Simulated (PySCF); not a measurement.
**Run report: C$_{3}$H$_{2}$F (charge +1), saddle-point search (part 2 of 3)**

C$_{3}$H$_{2}$F, charge +1; HF/pcSseg-1, RHF (PySCF 2.14.0). 

Geometry of the input (Å):
```
F  -0.4667  -1.8330  0.7228
C  -0.1780  -0.7005  0.2762
C  0.6602  0.1227  -0.4560
C  -0.4641  0.6483  0.1524
H  0.3487  1.3736  -0.5422
H  -1.0915  1.4974  0.3644
```

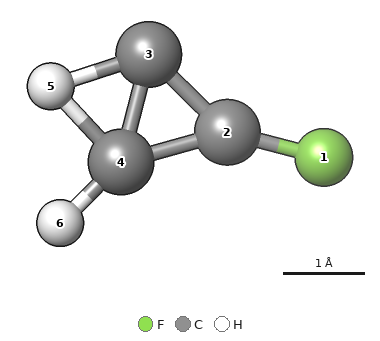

Fig. 1: The input geometry (ball-and-stick view, seen on its broad side; atoms are numbered from 1 in the order of the input).

## What the program printed, continued
```
--------------- RHF_Scanner gradients ---------------
         x                y                z
0 F    -0.0037146735     0.0035710706     0.0015313662
1 C     0.0071636893    -0.0183002688    -0.0004040740
2 C    -0.0141977796     0.0140322727     0.0060036863
3 C     0.0279032251    -0.0061065238    -0.0166080364
4 H    -0.0239474810    -0.0048923194     0.0165961090
5 H     0.0067930196     0.0116957687    -0.0071190511
----------------------------------------------
cycle 9: E = -213.650898267  dE = -0.0024831  norm(grad) = 0.0552085
Step    8 : Displace = 3.004e-02/5.368e-02 (rms/max) Trust = 3.000e-02 (=) Grad = 2.254e-02/3.304e-02 (rms/max) E (change) = -213.6508982666 (-2.483e-03) Quality = 0.965
Hessian Eigenvalues:  -6.998e-02 -5.424e-03 -4.863e-07 -6.372e-08  1.723e-08  8.420e-08  1.843e-07
 7.935e-07  1.450e-02  3.287e-02  3.479e-02  1.040e-01    .....    4.817e-01  6.065e-01  6.568e-01

Geometry optimization cycle 10
Cartesian coordinates (Angstrom)
 Atom        New coordinates             dX        dY        dZ
   F  -0.557007  -1.629156   0.734516   -0.012368  0.019394  0.003591
   C  -0.100968  -0.589557   0.200731    0.006756  0.009796 -0.006637
   C   0.909942  -0.103734  -0.565693    0.029304 -0.043819 -0.008948
   C  -0.453407   0.694977   0.134788    0.002195  0.013174 -0.004461
   H   0.220116   1.327417  -0.448350   -0.004596  0.022304 -0.002125
   H  -1.210078   1.408554   0.461617   -0.021292 -0.020849  0.018579
converged SCF energy = -213.653877390392
--------------- RHF_Scanner gradients ---------------
         x                y                z
0 F    -0.0030377920     0.0031855658     0.0011849450
1 C     0.0067774227    -0.0131260568    -0.0013496767
2 C    -0.0118759395     0.0130467059     0.0047222093
3 C     0.0196933217    -0.0121627494    -0.0098788551
4 H    -0.0181940634    -0.0034306763     0.0125222095
5 H     0.0066370506     0.0124872108    -0.0072008319
----------------------------------------------
cycle 10: E = -213.65387739  dE = -0.00297912  norm(grad) = 0.0442625
Step    9 : Displace = 3.038e-02/5.286e-02 (rms/max) Trust = 3.000e-02 (=) Grad = 1.807e-02/2.517e-02 (rms/max) E (change) = -213.6538773904 (-2.979e-03) Quality = 0.991
Hessian Eigenvalues:  -8.182e-02 -5.424e-03 -4.863e-07 -6.372e-08  1.724e-08  8.459e-08  1.851e-07
 7.935e-07  1.450e-02  3.287e-02  4.494e-02  1.044e-01    .....    4.817e-01  6.053e-01  6.567e-01

Geometry optimization cycle 11
Cartesian coordinates (Angstrom)
 Atom        New coordinates             dX        dY        dZ
   F  -0.564734  -1.610031   0.735193   -0.007727  0.019125  0.000677
   C  -0.099030  -0.573649   0.195806    0.001938  0.015908 -0.004925
   C   0.933351  -0.144346  -0.571619    0.023409 -0.040612 -0.005925
   C  -0.455277   0.711343   0.132214   -0.001870  0.016366 -0.002575
   H   0.231708   1.343921  -0.459578    0.011592  0.016504 -0.011227
   H  -1.237420   1.381263   0.485593   -0.027341 -0.027291  0.023976
converged SCF energy = -213.657653677262
--------------- RHF_Scanner gradients ---------------
         x                y                z
0 F    -0.0019694961     0.0024913275     0.0006601675
1 C     0.0061068450    -0.0053593332    -0.0027085453
2 C    -0.0108611574     0.0107872387     0.0045810863
3 C     0.0090297539    -0.0191909866    -0.0013412273
4 H    -0.0074490384     0.0005241062     0.0046387443
5 H     0.0051430931     0.0107476474    -0.0058302255
----------------------------------------------
cycle 11: E = -213.657653677  dE = -0.00377629  norm(grad) = 0.0323118
Step   10 : Displace = 3.113e-02/4.676e-02 (rms/max) Trust = 3.000e-02 (=) Grad = 1.319e-02/2.125e-02 (rms/max) E (change) = -213.6576536773 (-3.776e-03) Quality = 0.968
Hessian Eigenvalues:  -1.141e-01 -5.424e-03 -4.863e-07 -6.372e-08  1.726e-08  8.514e-08  1.862e-07
 7.935e-07  1.450e-02  3.287e-02  8.327e-02  1.129e-01    .....    4.824e-01  6.053e-01  6.569e-01

Geometry optimization cycle 12
Cartesian coordinates (Angstrom)
 Atom        New coordinates             dX        dY        dZ
   F  -0.549918  -1.612933   0.726318    0.014816 -0.002902 -0.008875
   C  -0.111567  -0.557733   0.200253   -0.012537  0.015917  0.004447
   C   0.920316  -0.125780  -0.567551   -0.013035  0.018565  0.004068
   C  -0.470172   0.716185   0.140721   -0.014895  0.004842  0.008507
   H   0.275176   1.312799  -0.480504    0.043468 -0.031122 -0.020926
   H  -1.255238   1.375963   0.498372   -0.017818 -0.005300  0.012779
converged SCF energy = -213.658083036333
--------------- RHF_Scanner gradients ---------------
         x                y                z
0 F    -0.0012002542     0.0020329032     0.0002755480
1 C     0.0059948209     0.0054851031    -0.0051297687
2 C    -0.0107433173     0.0063600619     0.0055216262
3 C    -0.0012665766    -0.0217972064     0.0059199401
4 H     0.0045122061     0.0027753421    -0.0036334182
5 H     0.0027031210     0.0051437961    -0.0029539275
----------------------------------------------
cycle 12: E = -213.658083036  dE = -0.000429359  norm(grad) = 0.0296626
Step   11 : Displace = 2.996e-02/5.832e-02 (rms/max) Trust = 3.000e-02 (=) Grad = 1.211e-02/2.262e-02 (rms/max) E (change) = -213.6580830363 (-4.294e-04) Quality = 0.354
Hessian Eigenvalues:  -3.433e-02 -5.424e-03 -4.863e-07 -6.371e-08  1.744e-08  9.013e-08  1.980e-07
 7.935e-07  1.450e-02  3.287e-02  8.538e-02  1.472e-01    .....    5.040e-01  6.058e-01  6.609e-01

Geometry optimization cycle 13
Cartesian coordinates (Angstrom)
 Atom        New coordinates             dX        dY        dZ
   F  -0.538500  -1.628206   0.722436    0.011417 -0.015272 -0.003881
   C  -0.120043  -0.561289   0.206540   -0.008476 -0.003556  0.006287
   C   0.908913  -0.109941  -0.563818   -0.011403  0.015840  0.003733
   C  -0.472992   0.714657   0.142906   -0.002820 -0.001528  0.002185
   H   0.279032   1.301570  -0.480396    0.003856 -0.011229  0.000108
   H  -1.247811   1.391708   0.489941    0.007427  0.015746 -0.008431
converged SCF energy = -213.657554133089
--------------- RHF_Scanner gradients ---------------
         x                y                z
0 F    -0.0002316776     0.0005538507    -0.0000093639
1 C     0.0013368399     0.0005887380    -0.0009934179
2 C    -0.0073676303     0.0070429630     0.0031783110
3 C     0.0016036834    -0.0151438746     0.0025291348
4 H     0.0019575680     0.0022110120    -0.0018417555
5 H     0.0027012166     0.0047473110    -0.0028629085
----------------------------------------------
cycle 13: E = -213.657554133  dE = 0.000528903  norm(grad) = 0.0201474
Step   12 : Displace = 1.543e-02/1.985e-02 (rms/max) Trust = 1.498e-02 (-) Grad = 8.225e-03/1.544e-02 (rms/max) E (change) = -213.6575541331 (+5.289e-04) Quality = 0.993
Hessian Eigenvalues:  -5.675e-02 -5.424e-03 -4.863e-07 -6.370e-08  1.785e-08  1.023e-07  2.564e-07
 7.935e-07  1.450e-02  3.287e-02  9.586e-02  1.449e-01    .....    5.044e-01  6.070e-01  6.612e-01

Geometry optimization cycle 14
Cartesian coordinates (Angstrom)
 Atom        New coordinates             dX        dY        dZ
   F  -0.526000  -1.637615   0.719009    0.012501 -0.009409 -0.003427
   C  -0.124558  -0.562511   0.210141   -0.004515 -0.001222  0.003601
   C   0.893564  -0.088804  -0.562876   -0.015348  0.021137  0.000942
   C  -0.484393   0.708098   0.146688   -0.011401 -0.006559  0.003783
   H   0.291354   1.279393  -0.477364    0.012323 -0.022177  0.003032
   H  -1.241374   1.409929   0.482011    0.006437  0.018221 -0.007930
converged SCF energy = -213.656800827632
--------------- RHF_Scanner gradients ---------------
         x                y                z
0 F    -0.0004907295     0.0012526140     0.0001603912
1 C     0.0039768445     0.0006282082    -0.0022858029
2 C    -0.0066743999     0.0046887436     0.0030668520
3 C    -0.0008515576    -0.0118101917     0.0016662503
4 H     0.0011550547     0.0009347064    -0.0002718987
5 H     0.0028847878     0.0043059194    -0.0023357918
----------------------------------------------
cycle 14: E = -213.656800828  dE = 0.000753305  norm(grad) = 0.016637
Step   13 : Displace = 1.937e-02/2.623e-02 (rms/max) Trust = 2.118e-02 (+) Grad = 6.792e-03/1.196e-02 (rms/max) E (change) = -213.6568008276 (+7.533e-04) Quality = 0.944
Hessian Eigenvalues:  -4.996e-02 -1.342e-03 -2.482e-06 -4.862e-07 -6.368e-08  1.866e-08  1.200e-07
 7.945e-07  1.473e-02  3.339e-02  1.012e-01  1.436e-01    .....    5.073e-01  6.095e-01  6.626e-01

Geometry optimization cycle 15
Cartesian coordinates (Angstrom)
 Atom        New coordinates             dX        dY        dZ
   F  -0.513246  -1.654527   0.704756    0.012753 -0.016912 -0.014254
   C  -0.136228  -0.562176   0.218076   -0.011671  0.000335  0.007936
   C   0.880693  -0.057438  -0.546659   -0.012872  0.031366  0.016217
   C  -0.487341   0.705469   0.165208   -0.002948 -0.002628  0.018520
   H   0.298606   1.247077  -0.495945    0.007252 -0.032316 -0.018580
   H  -1.233895   1.430067   0.472173    0.007479  0.020137 -0.009838
converged SCF energy = -213.656170112637
--------------- RHF_Scanner gradients ---------------
         x                y                z
0 F    -0.0004760029     0.0003844664    -0.0005433292
1 C     0.0009528289     0.0011876064    -0.0011689319
2 C    -0.0020105881     0.0029044979     0.0012243587
3 C     0.0023112082    -0.0054019294     0.0030159190
4 H    -0.0021393773    -0.0015750820    -0.0000702965
5 H     0.0013619311     0.0025004408    -0.0024577201
----------------------------------------------
cycle 15: E = -213.656170113  dE = 0.000630715  norm(grad) = 0.00911923
Step   14 : Displace = 2.774e-02/3.804e-02 (rms/max) Trust = 2.996e-02 (+) Grad = 3.723e-03/6.604e-03 (rms/max) E (change) = -213.6561701126 (+6.307e-04) Quality = 0.806
Hessian Eigenvalues:  -5.146e-02 -3.833e-06 -4.863e-07 -6.368e-08  1.859e-08  1.198e-07  7.922e-07
 7.501e-03  1.807e-02  3.740e-02  9.910e-02  1.447e-01    .....    5.073e-01  6.172e-01  6.626e-01

Geometry optimization cycle 16
Cartesian coordinates (Angstrom)
 Atom        New coordinates             dX        dY        dZ
   F  -0.536922  -1.654852   0.727491   -0.023675 -0.000325  0.022736
   C  -0.172211  -0.561940   0.237350   -0.035983  0.000236  0.019274
   C   0.848433  -0.056812  -0.535148   -0.032260  0.000625  0.011511
   C  -0.491644   0.706498   0.158469   -0.004303  0.001029 -0.006740
   H   0.356904   1.192879  -0.506558    0.058298 -0.054197 -0.010613
   H  -1.196298   1.481726   0.436052    0.037597  0.051659 -0.036121
converged SCF energy = -213.655994940464
--------------- RHF_Scanner gradients ---------------
         x                y                z
0 F     0.0003608833    -0.0004699998     0.0001765467
1 C    -0.0029114629     0.0000979335     0.0009641871
2 C     0.0040197483     0.0017379744    -0.0028247726
3 C     0.0030877091     0.0035362713    -0.0019971887
4 H    -0.0047527218    -0.0052944252     0.0041734186
5 H     0.0001958441     0.0003922458    -0.0004921910
----------------------------------------------
cycle 16: E = -213.65599494  dE = 0.000175172  norm(grad) = 0.0114654
Step   15 : Displace = 3.269e-02/4.701e-02 (rms/max) Trust = 3.000e-02 (+) Grad = 4.681e-03/8.248e-03 (rms/max) E (change) = -213.6559949405 (+1.752e-04) Quality = 0.862
Hessian Eigenvalues:  -5.369e-02 -2.929e-03 -4.863e-07 -6.368e-08  1.859e-08  1.191e-07  7.919e-07
 7.573e-03  1.855e-02  3.745e-02  1.012e-01  1.443e-01    .....    5.084e-01  6.179e-01  6.630e-01

Geometry optimization cycle 17
Cartesian coordinates (Angstrom)
 Atom        New coordinates             dX        dY        dZ
   F  -0.912162  -1.456931   0.921840   -0.375241  0.197921  0.194349
   C  -0.306177  -0.541316   0.318213   -0.133966  0.020624  0.080863
   C   0.806575  -0.345010  -0.446686   -0.041858 -0.288197  0.088462
   C  -0.384740   0.747840   0.072900    0.106904  0.041342 -0.085568
   H   0.566199   1.048103  -0.597689    0.209295 -0.144777 -0.091131
   H  -0.963845   1.647564   0.249439    0.232453  0.165839 -0.186613
converged SCF energy = -213.655620925516
--------------- RHF_Scanner gradients ---------------
         x                y                z
0 F    -0.0003889726     0.0014368321     0.0003125501
1 C     0.0037802811    -0.0033146064    -0.0017137059
2 C    -0.0063085827    -0.0009409087     0.0040557700
3 C    -0.0061607665    -0.0081545942     0.0043356084
4 H     0.0075983896     0.0097938831    -0.0062347845
5 H     0.0014796511     0.0011793940    -0.0007554381
----------------------------------------------
cycle 17: E = -213.655620926  dE = 0.000374015  norm(grad) = 0.0201888
Step   16 : Displace = 3.190e-02/5.496e-02 (rms/max) Trust = 3.000e-02 (=) Grad = 8.242e-03/1.388e-02 (rms/max) E (change) = -213.6556209255 (+3.740e-04) Quality = -0.333
Poor-quality step dominated by net translation/rotation detected; will project out net forces and torques past this point.
Rejecting step - quality is lower than 0.0
Hessian Eigenvalues:  -5.369e-02 -2.929e-03 -4.863e-07 -6.368e-08  1.859e-08  1.191e-07  7.919e-07
 7.573e-03  1.855e-02  3.745e-02  1.012e-01  1.443e-01    .....    5.084e-01  6.179e-01  6.630e-01

Geometry optimization cycle 18
Cartesian coordinates (Angstrom)
 Atom        New coordinates             dX        dY        dZ
   F  -0.644931  -1.608524   0.786684    0.267232 -0.151594 -0.135156
   C  -0.205632  -0.561258   0.258471    0.100545 -0.019941 -0.059742
   C   0.844608  -0.141888  -0.515354    0.038033  0.203122 -0.068667
   C  -0.462189   0.719799   0.133314   -0.077448 -0.028041  0.060414
   H   0.415547   1.171154  -0.535095   -0.150652  0.123052  0.062594
   H  -1.139790   1.526277   0.389731   -0.175945 -0.121287  0.140292
converged SCF energy = -213.656067720831
--------------- RHF_Scanner gradients ---------------
         x                y                z
0 F    -0.0001193680     0.0004499596     0.0003666996
1 C     0.0005580700    -0.0013149953    -0.0006674624
2 C    -0.0008194306    -0.0008389541     0.0007119985
3 C    -0.0006947324    -0.0027095413     0.0009902620
4 H     0.0003644731     0.0035448652    -0.0007585296
5 H     0.0007109879     0.0008686660    -0.0006429682
----------------------------------------------
cycle 18: E = -213.656067721  dE = -0.000446795  norm(grad) = 0.00533594
Step   17 : Displace = 1.560e-02/2.697e-02 (rms/max) Trust = 1.500e-02 (x) Grad = 2.178e-03/3.643e-03 (rms/max) E (change) = -213.6560677208 (-7.278e-05) Quality = 0.254
Hessian Eigenvalues:  -5.323e-02 -1.168e-03 -4.863e-07 -6.368e-08  1.859e-08  1.191e-07  7.920e-07
 7.574e-03  1.886e-02  3.759e-02  1.045e-01  1.445e-01    .....    5.087e-01  6.391e-01  6.638e-01

Geometry optimization cycle 19
Cartesian coordinates (Angstrom)
 Atom        New coordinates             dX        dY        dZ
   F  -0.653257  -1.601946   0.788458   -0.008326  0.006578  0.001774
   C  -0.209489  -0.555400   0.261706   -0.003857  0.005858  0.003235
   C   0.845657  -0.150204  -0.513121    0.001049 -0.008316  0.002233
   C  -0.459742   0.727126   0.130836    0.002447  0.007327 -0.002479
   H   0.424161   1.155305  -0.539003    0.008614 -0.015849 -0.003907
   H  -1.139781   1.530481   0.388885    0.000008  0.004203 -0.000846
converged SCF energy = -213.656119227904
--------------- RHF_Scanner gradients ---------------
         x                y                z
0 F     0.0001611404    -0.0001486926    -0.0000499700
1 C     0.0006079234    -0.0000140494    -0.0004021660
2 C    -0.0002113152    -0.0002788994     0.0002214395
3 C    -0.0008030701     0.0013262485     0.0001185432
4 H     0.0001436353    -0.0006966215     0.0000824053
5 H     0.0001016862    -0.0001879855     0.0000297481
----------------------------------------------
cycle 19: E = -213.656119228  dE = -5.15071e-05  norm(grad) = 0.00193151
Step   18 : Displace = 6.793e-03/1.127e-02 (rms/max) Trust = 7.500e-03 (-) Grad = 7.886e-04/1.555e-03 (rms/max) E (change) = -213.6561192279 (-5.151e-05) Quality = 0.689
Hessian Eigenvalues:  -6.403e-02 -4.863e-07 -6.368e-08  1.859e-08  1.191e-07  7.920e-07  8.886e-04
 7.637e-03  1.870e-02  3.756e-02  1.114e-01  1.452e-01    .....    5.087e-01  6.584e-01  6.715e-01

Geometry optimization cycle 20
Cartesian coordinates (Angstrom)
 Atom        New coordinates             dX        dY        dZ
   F  -0.680217  -1.589736   0.802125   -0.026960  0.012211  0.013667
   C  -0.218852  -0.554242   0.268880   -0.009363  0.001158  0.007174
   C   0.843290  -0.167221  -0.507763   -0.002368 -0.017017  0.005358
   C  -0.451585   0.728964   0.125538    0.008157  0.001838 -0.005298
   H   0.438648   1.144379  -0.546556    0.014487 -0.010926 -0.007553
   H  -1.123391   1.542101   0.375937    0.016391  0.011621 -0.012948
converged SCF energy = -213.656121243269
--------------- RHF_Scanner gradients ---------------
         x                y                z
0 F    -0.0001620694    -0.0000236905    -0.0000809479
1 C    -0.0003538932     0.0005017142     0.0004824961
2 C     0.0004020991     0.0000728251    -0.0002652156
3 C    -0.0000435354    -0.0007127356    -0.0000010568
4 H     0.0002813857     0.0002420036    -0.0003288360
5 H    -0.0001239868    -0.0000801169     0.0001935601
```
